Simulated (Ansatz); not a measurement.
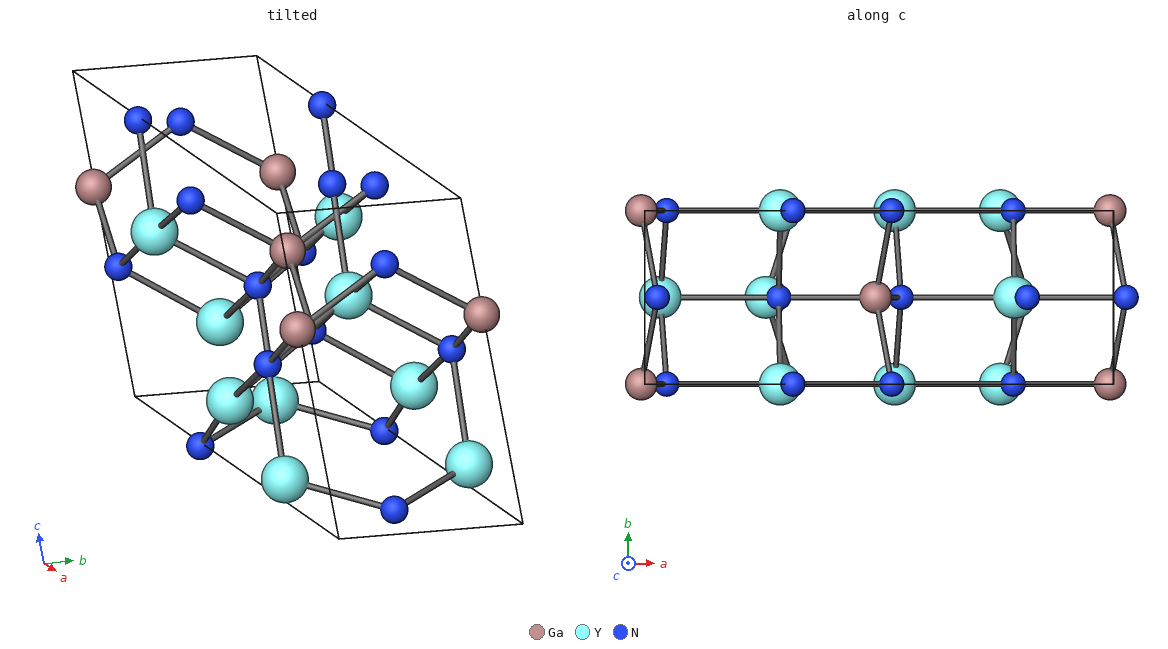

Crystal structure, ball-and-stick style, seen slightly off an axis and along the c axis. The edges of the conventional unit cell are marked.

Y3GaN4, space group Cm (No. 8), a = 12.153 Å, b = 3.753 Å, c = 6.721 Å, α = 90.00°, β = 123.47°, γ = 90.00°. The cell started as a structure type filled with these elements by a generator (whether the compound takes this form wasn't checked). Earlier steps of the study, as a rule a relaxation of our own, may have changed the cell and positions, so they can lie some per cent off the listed ones. Ansatz was used for an electronic-structure calculation on it.

This one geometry was computed with Ansatz (DFT, plane waves, PAW) at five levels of theory: HSE06, PBE, PBE with spin-orbit coupling, r2SCAN and PBE0. It was relaxed beforehand with r2SCAN.

Q: Which level gives the highest pressure at this volume, and what does that say about its equilibrium volume?

A: Highest: PBE (1.7 GPa) and PBE with spin-orbit coupling (1.7 GPa), which points to the largest equilibrium volume. Lowest, with the smallest volume: HSE06 (-1.0 GPa) and PBE0 (-1.0 GPa). Levels within 0.5 GPa of each other can't be told apart.

Q: How does the band gap change with the level of theory?

A: PBE: a gap of 1.08 eV, direct; PBE with spin-orbit coupling: a gap of 1.08 eV, direct; r2SCAN: a gap of 1.42 eV, direct; HSE06: a gap of 2.07 eV, direct; PBE0: a gap of 2.73 eV, direct.

Q: Collect the results in a table.

A:
| level | cutoff (eV) | k-mesh of the run's cell | gap (eV) | pressure (GPa) |
| --- | --- | --- | --- | --- |
| HSE06 | 420 | 4×4×4 | 2.07 | -1.0 |
| PBE | 420 | 8×8×6 | 1.08 | 1.7 |
| PBE with spin-orbit coupling | 420 | 8×8×6 | 1.08 | 1.7 |
| r2SCAN | 500 | 8×8×6 | 1.42 | 0.0 |
| PBE0 | 420 | 4×4×4 | 2.73 | -1.0 |

Gaps are taken on the k-mesh or band path of each run.
